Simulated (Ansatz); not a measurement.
## Electronic structure of GaH3InO2 (SMILES [OH]1->[GaH][OH]->[In]1) (doublet) in real space

Input file:

```
crystal:
  periodic: [false, false, false]
  atoms:
    - {symbol: Ga, position_ang: [2.049613, -0.305090, 0.435056]}
    - {symbol: In, position_ang: [0.912557, 1.557972, -2.096623]}
    - {symbol: O, position_ang: [1.010852, -0.501001, -1.195603]}
    - {symbol: O, position_ang: [2.108759, 1.533020, -0.188458]}
    - {symbol: H, position_ang: [0.484947, -1.288200, -1.366923]}
    - {symbol: H, position_ang: [1.068143, -0.452743, 1.702979]}
    - {symbol: H, position_ang: [2.738103, 2.165475, 0.170947]}
basis:
  gaussian:
    orbitals: def2-TZVPD
magnetization:
  spin_polarized: true
  initial_magnetization: 1
hamiltonian:
  xc: {name: PBE0}
output: {forces: true, orbitals: {seedname: orbitals}}
```

Launched as:

```sh
ansatz run input.yaml --threads 2 --pin off --max-ram 4350MiB --events-out events.jsonl --progress --plain --runs-dir runs
```

Geometry: PBE0-D3(BJ)/def2-SVP; core potentials replace the inner electrons of In.

Level of theory: isolated molecule in a Gaussian basis; Kohn-Sham density functional theory, functional PBE0 (Ansatz 0.2.0).

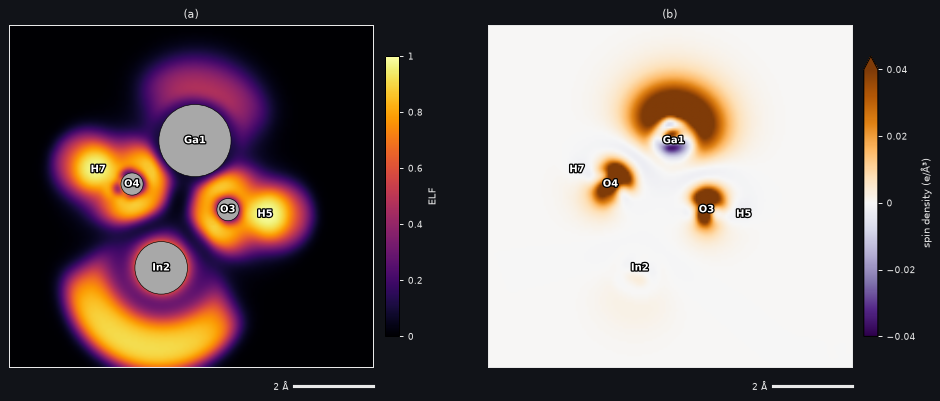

Figure 1. (a) electron localisation function; (b) spin density on the plane of atoms O3, In2 and O4. Grey discs cover the atomic cores in the ELF map.

What does the map show?

- Atoms in the plane: Ga, In, O and H.
- Ga–O (1.94 Å): the ELF peaks at about 0.85 in the valence shell of O, 0.6 Å from its nucleus, and is about 0.20 at the midpoint.
- In–O (2.25 Å): the ELF peaks at about 0.85 in the valence shell of O, 0.6 Å from its nucleus, and drops to about 0.10 between the two atoms.
- O–H (0.96 Å): the ELF climbs to about 1 towards the hydrogen, as it does in any bond to H: a covalent bond by its length.
- The unpaired spin (1 electron) lies mostly on Ga1 (about 0.7) and H6 (about 0.1), in electrons by Hirshfeld's partition.

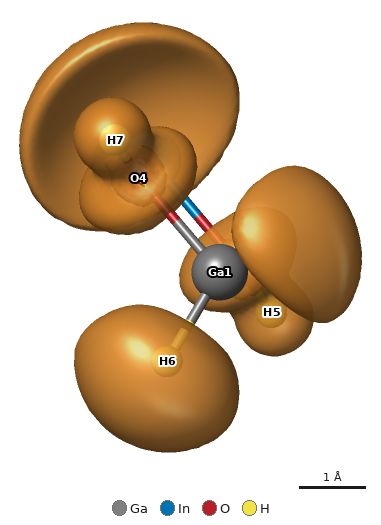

Figure 2. Isosurface of the electron localisation function at 0.75 (orange), seen at an oblique angle. Core shells and regions of very low density are left out.

What do the ELF domains correspond to?

The ELF exceeds this value in one region around a hydrogen nucleus, one lobe on Ga, pointing away from the bonds (non-bonding electrons), one lobe on In, pointing away from the bonds (non-bonding electrons) and two joined regions spread over several atoms (H, O), in which their bonds and any lone pairs are merged.

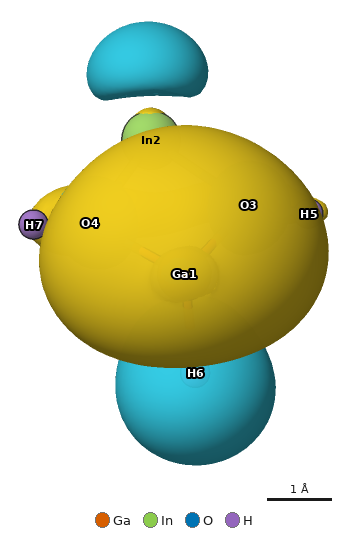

Figure 3. One frontier orbital at ±0.06 Å⁻³ᐟ² (yellow and cyan are the two phases), seen at an oblique angle.

Which orbital is it: HOMO (β) or LUMO (β)?

The LUMO (β), at −1.51 eV. It lies mainly on Ga1 (about 65 %), H6 (about 15 %) and In2 (about 10 %).
